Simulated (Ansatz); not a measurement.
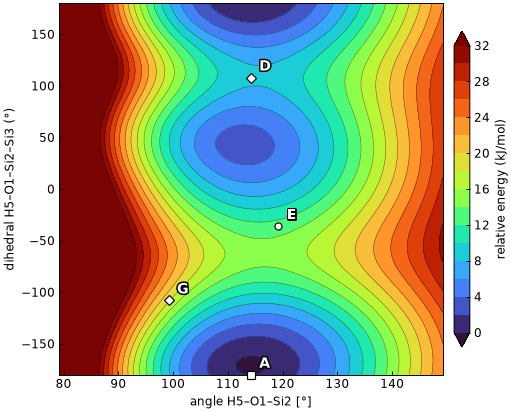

H7OSi3, SMILES O[Si]([SiH3])[SiH3], spin multiplicity 2. First axis: angle H5–O1–Si2. Second axis: dihedral H5–O1–Si2–Si3. Nothing is relaxed (all other coordinates rigid). The grid has 15 × 15 points. Points are written as (first, second). Energies are in kJ/mol, from the lowest grid point. These are results of UKS PBE-D4/def2-SVP (Ansatz), not measurements.

Drawn: filled contours, one colour for all values above the top of the scale, lettered points. Between grid points the surface is interpolated.

### Is D the lowest point of the computed grid?

No. D lies 8.4 kJ/mol above the lowest grid point, which is at (114.2°, −180°).

### Rank the lettered points by energy, lowest first.

A (0.0 kJ/mol), D (8.4 kJ/mol), E (12.9 kJ/mol), G (18.2 kJ/mol).

### What kind of point is each of A, D, E, G: minimum, saddle, maximum or slope?

A: minimum; D: saddle point; E: on a slope; G: on a slope. (In these two coordinates alone; a stationary point may lie a little off the grid point.)
